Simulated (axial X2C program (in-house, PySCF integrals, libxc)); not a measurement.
**Relativistic diatomic calculation for InNa⁻**

System: InNa⁻, single determinant with Ω = 3/2.
Method: PBEsol, two-component X2C with atomic mean-field Coulomb and Gaunt terms, In dyall-acv3z, Na dyall-av3z (cores contracted) (axial X2C program (in-house, PySCF integrals, libxc)).

**Input file**
```
{"zs": [49, 11], "q": -1, "bas": ["dyall-acv3z", "dyall-av3z"], "levels": ["PBE0", "HF", "PBEsol"], "cc": true, "r0": 2.97, "thr": -1.0, "nmax": 90, "npts": 10, "nst": 2, "ntry": 6}
```

The line is the task of a batch: nuclear charges, charge, bases, the levels to run, a first guess of the distance and further settings. This report covers PBEsol with spin-orbit coupling. The log is that of the reference distance 3.282 Å.

The run was one of a batch that the task file lists, launched with:
```bash
python <driver script> task.json out
```

**Log**
```
two-component X2C + atomic mean field  PBEsol
basis functions 221  fitting functions 1122  grid points 5088
iter        total energy     max residual
   1      -6037.383844818     5.45e-01
   2      -6037.389767165     7.19e-03
   3      -6037.390052550     6.61e-02
   4      -6037.390479216     5.69e-03
   5      -6037.390588448     1.39e-02
   6      -6037.390735795     1.02e-02
   7      -6037.390849809     7.72e-04
   8      -6037.390860575     2.00e-03
   9      -6037.390880549     4.97e-04
  10      -6037.390888261     3.11e-04
  11      -6037.390895248     4.46e-04
  12      -6037.390898358     2.33e-04
  13      -6037.390900080     8.98e-05
  14      -6037.390900852     9.40e-05
  15      -6037.390901066     4.76e-05
  16      -6037.390901126     2.17e-05
  17      -6037.390901151     1.74e-05
  18      -6037.390901162     9.98e-06
  19      -6037.390901165     3.27e-06
converged
one-electron -8497.83158426  Coulomb 2548.84183315  exact exchange 0.00000000  xc functional -172.01640098  nuclear repulsion 86.90631221  atomic mean-field constant -3.29106129
```

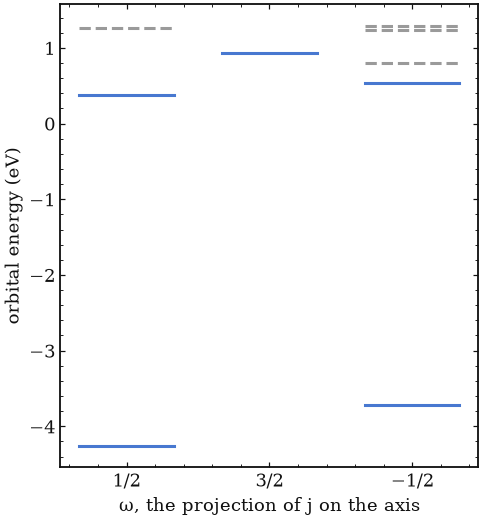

*Orbital energies near the frontier at 3.28 Å, filled (solid) and empty (dashed).*

The highest filled spinor (3/2; 76 % In p, 17 % Na p) lies at 0.94 eV, the lowest empty one (−1/2; 76 % In p, 14 % Na p) at 0.81 eV. A filled level above zero is held only by the finite basis .

**Outcome**

- outcome: not converged in a step after the SCF shown
- hardware: 1 thread of Intel Xeon (Sapphire Rapids), 64 GiB of memory available, shared host
- wall time: 6.3 s
- peak memory: 0.51 GiB

**Diagnosis**

The SCF whose log is shown converged, but a later step did not. The run therefore gave no full result.
